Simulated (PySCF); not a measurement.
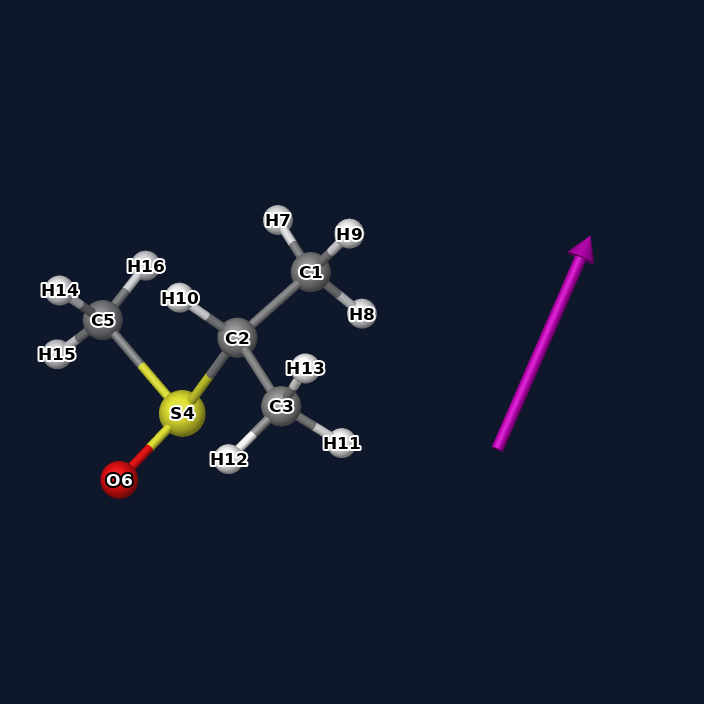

The arrow beside the molecule shows the direction of the dipole moment, from the negative to the positive end (its length means nothing). Computed geometry: GFN2-xTB optimisation. No frequency run is at hand to confirm it as a minimum. Method: B3LYP/def2-SVPD, gas phase (PySCF 2.14.0).

Question: Estimate the dipole moment.

Answer: 3.90 D; it points from the side of O6 to the side of H7, H9 (the outermost atoms at the two ends).
